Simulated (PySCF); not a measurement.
# H2Al···H2Al: magnetic exchange

Wanted: magnetic exchange for H2Al···H2Al.

Programs: PySCF 2.14.0, with routines of our own; each step states its level. All values are computed. Atoms count from 0.

## 1. The system as given

6 atoms, charge 0, high-spin multiplicity 3; geometry from: GFN2-xTB fragments, placed rigidly.

The system (radical pair): H2Al···H2Al. The radical centres are 5.37 Å apart, tilted by 45 degrees; the spin sites are atoms 0, 1, 2 (1 unpaired) and atoms 3, 4, 5 (1 unpaired).

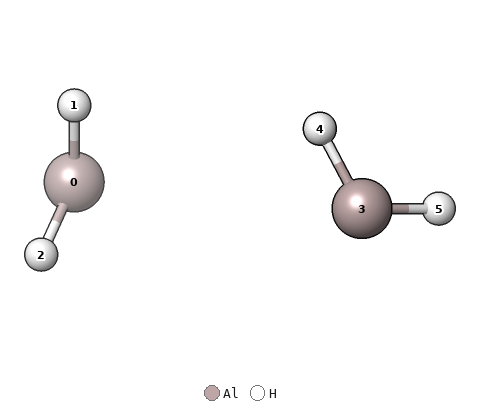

The starting geometry (aluminium light grey, hydrogen white); sticks join atoms by distance alone.

## 2. Magnetic exchange: CASSCF and SC-NEVPT2/def2-TZVP (2,2)

What the job is given:

```
{"job": {"kind": "cas", "basis": "def2-TZVP", "active": "magnetic", "zfs": true}, "charge": 0, "high_spin_multiplicity": 3, "spin_sites": [[[0, 1, 2], 1], [[3, 4, 5], 1]]}
Al    -0.593900    -0.140800    -2.662000
H      0.740100     0.704300    -2.662000
H     -1.928200     0.704200    -2.662000
Al     0.106100    -0.140800     2.662000
H      1.309600     0.253600     1.718700
H      0.366200    -1.380400     3.605400
```

Level: CASSCF and SC-NEVPT2/def2-TZVP spin states, gas phase.

On the command line:

```sh
$ OMP_NUM_THREADS=1 python exch_run.py task.json out
```

This one command runs all jobs of the session in turn.

The program printed:

```text
start orbitals: natural orbitals of the high-spin HF determinant (converged)
active space: 2 electrons in 2 orbitals, 14 closed; orbitals optimised for multiplicities 3 1
macro   0  E = -486.0627420618  dE =  0.000e+00  |g| = 1.333e-02
macro   1  E = -486.0628310253  dE = -8.896e-05  |g| = 5.930e-03
macro   2  E = -486.0628556995  dE = -2.467e-05  |g| = 1.561e-03
macro   3  E = -486.0628563817  dE = -6.822e-07  |g| = 5.627e-04
macro   4  E = -486.0628565043  dE = -1.227e-07  |g| = 1.400e-04
macro   5  E = -486.0628565084  dE = -4.090e-09  |g| = 5.435e-05
CASSCF converged, mean energy = -486.0628565084
2S+1 = 3  root 0  E(CAS) = -486.06286179  E(NEVPT2) = -486.18728089  occupations 1.000 1.000
2S+1 = 1  root 0  E(CAS) = -486.06285123  E(NEVPT2) = -486.18727849  occupations 1.019 0.981
2S+1 = 1  root 1  E(CAS) = -485.79074354  E(NEVPT2) = -485.99548828  occupations 2.000 0.000
2S+1 = 1  root 2  E(CAS) = -485.78656918  E(NEVPT2) = -485.99069120  occupations 2.000 0.000
D(spin-spin) = -0.0153 cm-1, E/D = 0.002
D(spin-orbit) = 0.0000 cm-1, D(total) = -0.0153 cm-1, E/D = 0.002
```

It took 1.7 s on 1 thread of Arm Neoverse V2, shared host.

In short:

| quantity | value |
| --- | --- |
| J (CASSCF) | 1 cm⁻¹ |
| J (NEVPT2) | 0 cm⁻¹ |
| low less high spin (NEVPT2) | 0.0 kcal/mol |
| diradical index y0 | 0.98 |
| zero-field D | -0.015 cm⁻¹ |

Mulliken spin populations of the high-spin state:

| atom | value (e) |
| --- | --- |
| Al0 | 0.94 |
| H1 | 0.03 |
| H2 | 0.03 |
| Al3 | 0.94 |
| H4 | 0.03 |
| H5 | 0.03 |

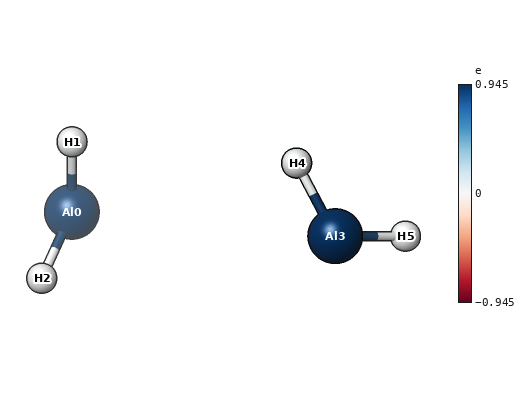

Mulliken spin populations of the high-spin state, as colours on the atoms.

Orbitals, density, ELF and potential are computed afterwards from the orbital file.

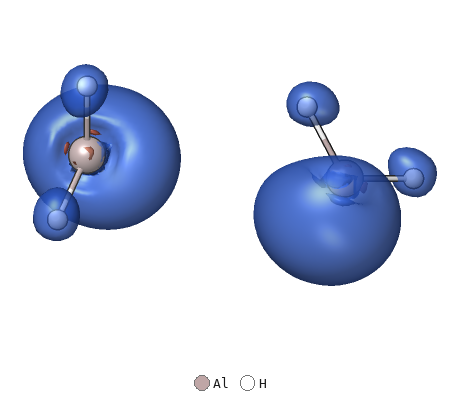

Spin density at ±0.02 e/Å³ (alpha excess blue, beta excess red).

## 3. Magnetic exchange: HF/def2-TZVP

What the job is given:

```
{"job": {"kind": "bs", "xc": "HF", "basis": "def2-TZVP", "rks": true}, "charge": 0, "high_spin_multiplicity": 3, "spin_sites": [[[0, 1, 2], 1], [[3, 4, 5], 1]]}
Al    -0.593900    -0.140800    -2.662000
H      0.740100     0.704300    -2.662000
H     -1.928200     0.704200    -2.662000
Al     0.106100    -0.140800     2.662000
H      1.309600     0.253600     1.718700
H      0.366200    -1.380400     3.605400
```

With the program's defaults for keys left out, this is: HF/def2-TZVP high-spin, broken-symmetry and restricted single points, gas phase.

The program printed:

```text
high-spin state, multiplicity 3
final grid: 45272 points
cycle   1  E = -486.0147319943  dE = -5.305e-01  |g| = 1.724e-01  |ddm| = 1.350e+00
cycle   2  E = -486.0560221114  dE = -4.129e-02  |g| = 6.318e-02  |ddm| = 4.184e-01
cycle   3  E = -486.0633452236  dE = -7.323e-03  |g| = 2.378e-02  |ddm| = 1.687e-01
cycle   4  E = -486.0645251196  dE = -1.180e-03  |g| = 8.135e-03  |ddm| = 6.928e-02
cycle   5  E = -486.0647222000  dE = -1.971e-04  |g| = 3.516e-03  |ddm| = 2.699e-02
cycle   6  E = -486.0647621106  dE = -3.991e-05  |g| = 1.408e-03  |ddm| = 1.234e-02
cycle   7  E = -486.0647687604  dE = -6.650e-06  |g| = 3.082e-04  |ddm| = 5.749e-03
cycle   8  E = -486.0647690655  dE = -3.051e-07  |g| = 8.282e-05  |ddm| = 1.264e-03
cycle   9  E = -486.0647690883  dE = -2.280e-08  |g| = 3.227e-05  |ddm| = 3.248e-04
cycle  10  E = -486.0647690932  dE = -4.933e-09  |g| = 1.481e-05  |ddm| = 1.242e-04
converged SCF energy = -486.0647690932

broken-symmetry state, M_S = 0, start: spins of the second site flipped
final grid: 45272 points
cycle   1  E = -486.0643671691  dE = -1.637e-03  |g| = 1.444e-02  |ddm| = 5.042e-02
cycle   2  E = -486.0646366895  dE = -2.695e-04  |g| = 7.046e-03  |ddm| = 1.951e-02
cycle   3  E = -486.0647417426  dE = -1.051e-04  |g| = 2.465e-03  |ddm| = 1.717e-02
cycle   4  E = -486.0647627012  dE = -2.096e-05  |g| = 7.007e-04  |ddm| = 9.545e-03
cycle   5  E = -486.0647644051  dE = -1.704e-06  |g| = 2.057e-04  |ddm| = 2.992e-03
cycle   6  E = -486.0647645089  dE = -1.037e-07  |g| = 7.085e-05  |ddm| = 7.365e-04
cycle   7  E = -486.0647645221  dE = -1.326e-08  |g| = 1.488e-05  |ddm| = 2.677e-04
cycle   8  E = -486.0647645227  dE = -5.396e-10  |g| = 4.317e-06  |ddm| = 3.641e-05
converged SCF energy = -486.0647645227

<S^2> high spin = 2.0079, broken symmetry = 1.0078
E(HS) - E(BS) = -1.00 cm-1
J_noodleman = 1.00 cm-1
J_unprojected = 0.50 cm-1
J_yamaguchi = 1.00 cm-1

restricted closed-shell singlet
final grid: 45272 points
cycle   1  E = -485.7799007460  dE =  6.784e-02  |g| = 4.213e-01  |ddm| = 1.836e+00
cycle   2  E = -485.7500265845  dE =  2.987e-02  |g| = 4.581e-01  |ddm| = 2.114e+00
cycle   3  E = -485.9429142105  dE = -1.929e-01  |g| = 3.797e-02  |ddm| = 1.381e+00
cycle   4  E = -485.9449676685  dE = -2.053e-03  |g| = 1.901e-02  |ddm| = 1.330e-01
cycle   5  E = -485.9457916808  dE = -8.240e-04  |g| = 9.247e-03  |ddm| = 8.027e-02
cycle   6  E = -485.9461551469  dE = -3.635e-04  |g| = 4.607e-03  |ddm| = 6.202e-02
cycle   7  E = -485.9462765932  dE = -1.214e-04  |g| = 1.639e-03  |ddm| = 4.798e-02
cycle   8  E = -485.9462851903  dE = -8.597e-06  |g| = 1.836e-04  |ddm| = 1.455e-02
cycle   9  E = -485.9462852463  dE = -5.592e-08  |g| = 1.080e-04  |ddm| = 1.235e-03
cycle  10  E = -485.9462852579  dE = -1.167e-08  |g| = 1.830e-05  |ddm| = 4.134e-04
cycle  11  E = -485.9462852583  dE = -3.877e-10  |g| = 8.291e-06  |ddm| = 7.789e-05
converged SCF energy = -485.9462852583
```

It took 1 s on 1 thread of Arm Neoverse V2, shared host.

From this job:

| quantity | value |
| --- | --- |
| J (Yamaguchi) | 1 cm⁻¹ |
| low less high spin, projected | 0.0 kcal/mol |
| closed shell less high spin (no spin gap: the broken-symmetry state lies far lower) | 74.3 kcal/mol |

## 4. Magnetic exchange: B3LYP/def2-TZVP

What the job is given:

```
{"job": {"kind": "bs", "xc": "B3LYP", "grid": 1, "basis": "def2-TZVP", "rks": true}, "charge": 0, "high_spin_multiplicity": 3, "spin_sites": [[[0, 1, 2], 1], [[3, 4, 5], 1]]}
Al    -0.593900    -0.140800    -2.662000
H      0.740100     0.704300    -2.662000
H     -1.928200     0.704200    -2.662000
Al     0.106100    -0.140800     2.662000
H      1.309600     0.253600     1.718700
H      0.366200    -1.380400     3.605400
```

Level: B3LYP/def2-TZVP high-spin, broken-symmetry and restricted single points, gas phase.

The program printed:

```text
high-spin state, multiplicity 3
final grid: 22592 points
cycle   1  E = -487.1817909363  dE = -2.060e-02  |g| = 1.959e-02  |ddm| = 2.268e-01
cycle   2  E = -487.1821988284  dE = -4.079e-04  |g| = 6.844e-03  |ddm| = 6.046e-02
cycle   3  E = -487.1822545282  dE = -5.570e-05  |g| = 2.896e-03  |ddm| = 1.639e-02
cycle   4  E = -487.1822605868  dE = -6.059e-06  |g| = 6.502e-04  |ddm| = 4.410e-03
cycle   5  E = -487.1822612342  dE = -6.474e-07  |g| = 1.401e-04  |ddm| = 1.794e-03
cycle   6  E = -487.1822612836  dE = -4.942e-08  |g| = 3.393e-05  |ddm| = 4.591e-04
cycle   7  E = -487.1822612856  dE = -1.968e-09  |g| = 9.809e-06  |ddm| = 8.872e-05
converged SCF energy = -487.1822612856

broken-symmetry state, M_S = 0, start: spins of the second site flipped
final grid: 22592 points
cycle   1  E = -487.1822430368  dE = -8.778e-04  |g| = 5.662e-03  |ddm| = 5.321e-02
cycle   2  E = -487.1822955808  dE = -5.254e-05  |g| = 1.913e-03  |ddm| = 1.145e-02
cycle   3  E = -487.1823027363  dE = -7.155e-06  |g| = 5.891e-04  |ddm| = 5.120e-03
cycle   4  E = -487.1823030308  dE = -2.945e-07  |g| = 1.610e-04  |ddm| = 9.256e-04
cycle   5  E = -487.1823030722  dE = -4.136e-08  |g| = 2.738e-05  |ddm| = 4.954e-04
cycle   6  E = -487.1823030734  dE = -1.201e-09  |g| = 5.915e-06  |ddm| = 9.395e-05
converged SCF energy = -487.1823030734

<S^2> high spin = 2.0035, broken symmetry = 1.0031
E(HS) - E(BS) = 9.17 cm-1
J_noodleman = -9.17 cm-1
J_unprojected = -4.59 cm-1
J_yamaguchi = -9.17 cm-1

restricted closed-shell singlet
final grid: 22592 points
cycle   1  E = -484.7816339320  dE =  2.231e+00  |g| = 1.087e+00  |ddm| = 2.661e+00
cycle   2  E = -479.1165557240  dE =  5.665e+00  |g| = 2.247e+00  |ddm| = 5.544e+00
cycle   3  E = -484.7737580769  dE = -5.657e+00  |g| = 1.007e+00  |ddm| = 3.880e+00
cycle   4  E = -486.9020949637  dE = -2.128e+00  |g| = 4.166e-01  |ddm| = 3.321e+00
cycle   5  E = -486.9082178864  dE = -6.123e-03  |g| = 4.067e-01  |ddm| = 2.625e+00
cycle   6  E = -486.9550181042  dE = -4.680e-02  |g| = 2.747e-01  |ddm| = 4.012e-01
cycle   7  E = -486.9574734154  dE = -2.455e-03  |g| = 2.768e-01  |ddm| = 2.175e+00
cycle   8  E = -486.9847133437  dE = -2.724e-02  |g| = 2.622e-01  |ddm| = 2.125e+00
cycle   9  E = -487.0165027342  dE = -3.179e-02  |g| = 2.614e-01  |ddm| = 1.960e+00
cycle  10  E = -486.9652682968  dE =  5.123e-02  |g| = 2.972e-01  |ddm| = 3.244e-01
cycle  11  E = -486.9727748674  dE = -7.507e-03  |g| = 2.923e-01  |ddm| = 5.366e-02
cycle  12  E = -486.9785010302  dE = -5.726e-03  |g| = 2.941e-01  |ddm| = 5.138e-02
cycle  13  E = -486.9815011283  dE = -3.000e-03  |g| = 2.919e-01  |ddm| = 2.100e-02
cycle  14  E = -486.9885694966  dE = -7.068e-03  |g| = 2.694e-01  |ddm| = 2.020e+00
cycle  15  E = -486.9713023272  dE =  1.727e-02  |g| = 2.852e-01  |ddm| = 1.341e-01
cycle  16  E = -487.1136962490  dE = -1.424e-01  |g| = 1.677e-01  |ddm| = 1.636e+00
cycle  17  E = -487.0438444578  dE =  6.985e-02  |g| = 2.650e-01  |ddm| = 4.431e-01
cycle  18  E = -487.0317407354  dE =  1.210e-02  |g| = 2.731e-01  |ddm| = 6.860e-02
cycle  19  E = -487.0462468278  dE = -1.451e-02  |g| = 2.626e-01  |ddm| = 8.286e-02
cycle  20  E = -487.0267240907  dE =  1.952e-02  |g| = 2.752e-01  |ddm| = 1.106e-01
cycle  21  E = -487.0340466975  dE = -7.323e-03  |g| = 2.711e-01  |ddm| = 4.334e-02
cycle  22  E = -487.0415203727  dE = -7.474e-03  |g| = 2.659e-01  |ddm| = 4.285e-02
cycle  23  E = -487.0901124395  dE = -4.859e-02  |g| = 2.162e-01  |ddm| = 2.919e-01
cycle  24  E = -487.1282251782  dE = -3.811e-02  |g| = 1.280e-01  |ddm| = 8.906e-01
cycle  25  E = -487.1420540494  dE = -1.383e-02  |g| = 3.700e-02  |ddm| = 3.882e-01
cycle  26  E = -487.1417971697  dE =  2.569e-04  |g| = 3.882e-02  |ddm| = 2.270e-02
cycle  27  E = -487.1432124548  dE = -1.415e-03  |g| = 3.379e-03  |ddm| = 8.773e-02
cycle  28  E = -487.1432193824  dE = -6.928e-06  |g| = 1.843e-03  |ddm| = 1.259e-02
cycle  29  E = -487.1432224918  dE = -3.109e-06  |g| = 3.847e-04  |ddm| = 3.690e-03
cycle  30  E = -487.1432225104  dE = -1.858e-08  |g| = 3.548e-04  |ddm| = 2.320e-04
cycle  31  E = -487.1432226273  dE = -1.169e-07  |g| = 4.202e-05  |ddm| = 7.671e-04
cycle  32  E = -487.1432226289  dE = -1.635e-09  |g| = 5.962e-06  |ddm| = 9.001e-05
converged SCF energy = -487.1432226289
```

Run time: 4.6 s. Hardware: 1 thread of Arm Neoverse V2, shared host.

In short:

| quantity | value |
| --- | --- |
| J (Yamaguchi) | -9 cm⁻¹ |
| low less high spin, projected | -0.1 kcal/mol |
| closed shell less high spin (no spin gap: the broken-symmetry state lies far lower) | 24.5 kcal/mol |

## 5. Magnetic exchange: B3LYP/6-311G**

What the job is given:

```
{"job": {"kind": "bs", "xc": "B3LYP", "grid": 1, "basis": "6-311G**", "rks": true, "x2c": false}, "charge": 0, "high_spin_multiplicity": 3, "spin_sites": [[[0, 1, 2], 1], [[3, 4, 5], 1]]}
Al    -0.593900    -0.140800    -2.662000
H      0.740100     0.704300    -2.662000
H     -1.928200     0.704200    -2.662000
Al     0.106100    -0.140800     2.662000
H      1.309600     0.253600     1.718700
H      0.366200    -1.380400     3.605400
```

Method: B3LYP/6-311G** high-spin, broken-symmetry and restricted single points, gas phase.

The program printed:

```text
high-spin state, multiplicity 3
final grid: 22592 points
cycle   1  E = -487.1553295401  dE = -3.092e-01  |g| = 1.668e-01  |ddm| = 1.347e+00
cycle   2  E = -487.1705769708  dE = -1.525e-02  |g| = 9.562e-02  |ddm| = 3.853e-01
cycle   3  E = -487.1758068199  dE = -5.230e-03  |g| = 1.052e-02  |ddm| = 1.079e-01
cycle   4  E = -487.1758664414  dE = -5.962e-05  |g| = 2.731e-03  |ddm| = 2.029e-02
cycle   5  E = -487.1758744150  dE = -7.974e-06  |g| = 3.069e-04  |ddm| = 7.068e-03
cycle   6  E = -487.1758745962  dE = -1.812e-07  |g| = 6.300e-05  |ddm| = 9.684e-04
cycle   7  E = -487.1758746041  dE = -7.914e-09  |g| = 2.226e-05  |ddm| = 2.054e-04
converged SCF energy = -487.1758746041

broken-symmetry state, M_S = 0, start: spins of the second site flipped
final grid: 22592 points
cycle   1  E = -487.1758699234  dE = -7.231e-04  |g| = 5.091e-03  |ddm| = 3.887e-02
cycle   2  E = -487.1759086787  dE = -3.876e-05  |g| = 1.694e-03  |ddm| = 8.852e-03
cycle   3  E = -487.1759141094  dE = -5.431e-06  |g| = 5.590e-04  |ddm| = 4.451e-03
cycle   4  E = -487.1759143653  dE = -2.559e-07  |g| = 1.491e-04  |ddm| = 8.641e-04
cycle   5  E = -487.1759144019  dE = -3.659e-08  |g| = 2.292e-05  |ddm| = 5.756e-04
cycle   6  E = -487.1759144027  dE = -8.291e-10  |g| = 3.803e-06  |ddm| = 1.015e-04
converged SCF energy = -487.1759144027

<S^2> high spin = 2.0025, broken symmetry = 1.0020
E(HS) - E(BS) = 8.73 cm-1
J_noodleman = -8.73 cm-1
J_unprojected = -4.37 cm-1
J_yamaguchi = -8.73 cm-1

restricted closed-shell singlet
final grid: 22592 points
cycle   1  E = -484.7855326130  dE =  2.220e+00  |g| = 1.075e+00  |ddm| = 2.555e+00
cycle   2  E = -479.1152263677  dE =  5.670e+00  |g| = 2.293e+00  |ddm| = 5.910e+00
cycle   3  E = -484.7388228936  dE = -5.624e+00  |g| = 1.024e+00  |ddm| = 4.494e+00
cycle   4  E = -486.9108915774  dE = -2.172e+00  |g| = 3.985e-01  |ddm| = 3.056e+00
cycle   5  E = -486.8973573467  dE =  1.353e-02  |g| = 4.097e-01  |ddm| = 2.447e+00
cycle   6  E = -486.9462163103  dE = -4.886e-02  |g| = 2.791e-01  |ddm| = 4.362e-01
cycle   7  E = -486.9565988199  dE = -1.038e-02  |g| = 2.657e-01  |ddm| = 2.195e+00
cycle   8  E = -486.9776014563  dE = -2.100e-02  |g| = 2.591e-01  |ddm| = 2.154e+00
cycle   9  E = -487.0066131020  dE = -2.901e-02  |g| = 2.585e-01  |ddm| = 2.021e+00
cycle  10  E = -486.9541018882  dE =  5.251e-02  |g| = 2.932e-01  |ddm| = 3.547e-01
cycle  11  E = -486.9649934875  dE = -1.089e-02  |g| = 2.858e-01  |ddm| = 8.225e-02
cycle  12  E = -486.9669872685  dE = -1.994e-03  |g| = 2.887e-01  |ddm| = 3.001e-02
cycle  13  E = -486.9726070547  dE = -5.620e-03  |g| = 2.858e-01  |ddm| = 3.859e-02
cycle  14  E = -486.9869929908  dE = -1.439e-02  |g| = 2.629e-01  |ddm| = 2.051e+00
cycle  15  E = -486.9794771590  dE =  7.516e-03  |g| = 2.768e-01  |ddm| = 7.080e-02
cycle  16  E = -486.9630673918  dE =  1.641e-02  |g| = 2.860e-01  |ddm| = 1.242e-01
cycle  17  E = -487.1258561507  dE = -1.628e-01  |g| = 1.056e-01  |ddm| = 1.096e+00
cycle  18  E = -487.0737278287  dE =  5.213e-02  |g| = 2.260e-01  |ddm| = 4.209e-01
cycle  19  E = -487.0272105572  dE =  4.652e-02  |g| = 2.675e-01  |ddm| = 2.819e-01
cycle  20  E = -487.0302291338  dE = -3.019e-03  |g| = 2.657e-01  |ddm| = 1.830e-02
cycle  21  E = -487.0502045685  dE = -1.998e-02  |g| = 2.505e-01  |ddm| = 1.195e-01
cycle  22  E = -487.1251659429  dE = -7.496e-02  |g| = 1.083e-01  |ddm| = 5.522e-01
cycle  23  E = -487.1210365970  dE =  4.129e-03  |g| = 1.260e-01  |ddm| = 6.162e-01
cycle  24  E = -487.1349079075  dE = -1.387e-02  |g| = 4.759e-02  |ddm| = 2.115e-01
cycle  25  E = -487.1370462803  dE = -2.138e-03  |g| = 8.133e-03  |ddm| = 1.017e-01
cycle  26  E = -487.1371038048  dE = -5.752e-05  |g| = 2.492e-03  |ddm| = 2.706e-02
cycle  27  E = -487.1371097459  dE = -5.941e-06  |g| = 1.640e-04  |ddm| = 5.985e-03
cycle  28  E = -487.1371097252  dE =  2.068e-08  |g| = 2.172e-04  |ddm| = 1.989e-04
cycle  29  E = -487.1371097684  dE = -4.326e-08  |g| = 4.533e-05  |ddm| = 4.448e-04
cycle  30  E = -487.1371097703  dE = -1.888e-09  |g| = 1.018e-05  |ddm| = 9.081e-05
converged SCF energy = -487.1371097703
```

It took 3.2 s on 1 thread of Arm Neoverse V2, shared host.

In short:

| quantity | value |
| --- | --- |
| J (Yamaguchi) | -9 cm⁻¹ |
| low less high spin, projected | 0.0 kcal/mol |
| closed shell less high spin (no spin gap: the broken-symmetry state lies far lower) | 24.3 kcal/mol |

## 6. Magnetic exchange: B3LYP/def2-SVPD in dimethylsulfoxide, grid 3

What the job is given:

```
{"job": {"kind": "bs", "xc": "B3LYP", "grid": 3, "basis": "def2-SVPD", "rks": true, "solvent": "dimethylsulfoxide", "x2c": false}, "charge": 0, "high_spin_multiplicity": 3, "spin_sites": [[[0, 1, 2], 1], [[3, 4, 5], 1]]}
Al    -0.593900    -0.140800    -2.662000
H      0.740100     0.704300    -2.662000
H     -1.928200     0.704200    -2.662000
Al     0.106100    -0.140800     2.662000
H      1.309600     0.253600     1.718700
H      0.366200    -1.380400     3.605400
```

Method: B3LYP/def2-SVPD high-spin, broken-symmetry and restricted single points, IEF-PCM dimethylsulfoxide.

The program printed:

```text
high-spin state, multiplicity 3
coarse grid: 5728 points
cycle   1  E = -486.9352087150  dE = -3.190e-01  |g| = 1.339e-01  |ddm| = 1.490e+00
cycle   2  E = -486.9508763116  dE = -1.567e-02  |g| = 4.464e-02  |ddm| = 3.720e-01
cycle   3  E = -486.9528045977  dE = -1.928e-03  |g| = 5.680e-03  |ddm| = 1.166e-01
cycle   4  E = -486.9528713282  dE = -6.673e-05  |g| = 7.184e-04  |ddm| = 2.280e-02
cycle   5  E = -486.9528723673  dE = -1.039e-06  |g| = 2.018e-04  |ddm| = 2.636e-03
final grid: 77592 points
cycle   6  E = -487.0207577701  dE = -1.966e-06  |g| = 2.882e-04  |ddm| = 5.674e-03
cycle   7  E = -487.0207578227  dE = -5.264e-08  |g| = 7.076e-05  |ddm| = 7.571e-04
cycle   8  E = -487.0207578274  dE = -4.702e-09  |g| = 1.205e-05  |ddm| = 1.445e-04
converged SCF energy = -487.0207578274

broken-symmetry state, M_S = 0, start: spins of the second site flipped
final grid: 77592 points
cycle   1  E = -487.0207473374  dE = -7.268e-04  |g| = 4.991e-03  |ddm| = 4.398e-02
cycle   2  E = -487.0207881976  dE = -4.086e-05  |g| = 1.604e-03  |ddm| = 1.022e-02
cycle   3  E = -487.0207935957  dE = -5.398e-06  |g| = 2.505e-04  |ddm| = 4.952e-03
cycle   4  E = -487.0207937350  dE = -1.393e-07  |g| = 8.224e-05  |ddm| = 9.963e-04
cycle   5  E = -487.0207937485  dE = -1.355e-08  |g| = 9.147e-06  |ddm| = 3.407e-04
cycle   6  E = -487.0207937489  dE = -3.067e-10  |g| = 1.920e-06  |ddm| = 4.890e-05
converged SCF energy = -487.0207937489

<S^2> high spin = 2.0028, broken symmetry = 1.0025
E(HS) - E(BS) = 7.88 cm-1
J_noodleman = -7.88 cm-1
J_unprojected = -3.94 cm-1
J_yamaguchi = -7.88 cm-1

restricted closed-shell singlet
final grid: 77592 points
cycle   1  E = -486.9789184615  dE = -9.142e-04  |g| = 4.488e-02  |ddm| = 4.239e-01
cycle   2  E = -486.9607502752  dE =  1.817e-02  |g| = 1.509e-01  |ddm| = 8.686e-01
cycle   3  E = -486.9807201372  dE = -1.997e-02  |g| = 5.004e-03  |ddm| = 6.609e-01
cycle   4  E = -486.9807522339  dE = -3.210e-05  |g| = 1.099e-03  |ddm| = 2.694e-02
cycle   5  E = -486.9807561394  dE = -3.905e-06  |g| = 3.928e-04  |ddm| = 8.422e-03
cycle   6  E = -486.9807567663  dE = -6.270e-07  |g| = 1.198e-04  |ddm| = 3.519e-03
cycle   7  E = -486.9807568510  dE = -8.463e-08  |g| = 1.710e-05  |ddm| = 1.693e-03
cycle   8  E = -486.9807568518  dE = -8.492e-10  |g| = 3.459e-06  |ddm| = 1.841e-04
converged SCF energy = -486.9807568518
```

It took 5.8 s on 1 thread of Arm Neoverse V2, shared host.

From this job:

| quantity | value |
| --- | --- |
| J (Yamaguchi) | -8 cm⁻¹ |
| low less high spin, projected | 0.0 kcal/mol |
| closed shell less high spin (no spin gap: the broken-symmetry state lies far lower) | 25.1 kcal/mol |

## 7. Spin gaps side by side

J for H = −2J S1·S2; the gap is low spin less high spin (projected; unprojected where the broken-symmetry state collapsed; or NEVPT2):

| step | level | geometry | J (cm⁻¹) | gap (kcal/mol) | time |
| --- | --- | --- | --- | --- | --- |
| 2 | CASSCF and SC-NEVPT2/def2-TZVP (2,2) | one | 0 | 0.0 | 1.7 s |
| 3 | HF/def2-TZVP | one | 1 | 0.0 | 1 s |
| 4 | B3LYP/def2-TZVP | one | -9 | -0.1 | 4.6 s |
| 5 | B3LYP/6-311G** | one | -9 | 0.0 | 3.2 s |
| 6 | B3LYP/def2-SVPD in dimethylsulfoxide, grid 3 | one | -8 | 0.0 | 5.8 s |

CASSCF times leave out a start SCF that an earlier step had already made.

## 8. What came out

```
                                                                  quantity                                          value
                 J (CASSCF) (step 2, CASSCF and SC-NEVPT2/def2-TZVP (2,2))                                         1 cm⁻¹
                 J (NEVPT2) (step 2, CASSCF and SC-NEVPT2/def2-TZVP (2,2))                                         0 cm⁻¹
low less high spin (NEVPT2) (step 2, CASSCF and SC-NEVPT2/def2-TZVP (2,2))                                   0.0 kcal/mol
         diradical index y0 (step 2, CASSCF and SC-NEVPT2/def2-TZVP (2,2))                                           0.98
                                                                         J  -9 (B3LYP/def2-TZVP) to 1 cm⁻¹ (HF/def2-TZVP)
```

What this shows: The levels with a meaningful J disagree on its sign, from -9 to 1 cm⁻¹.
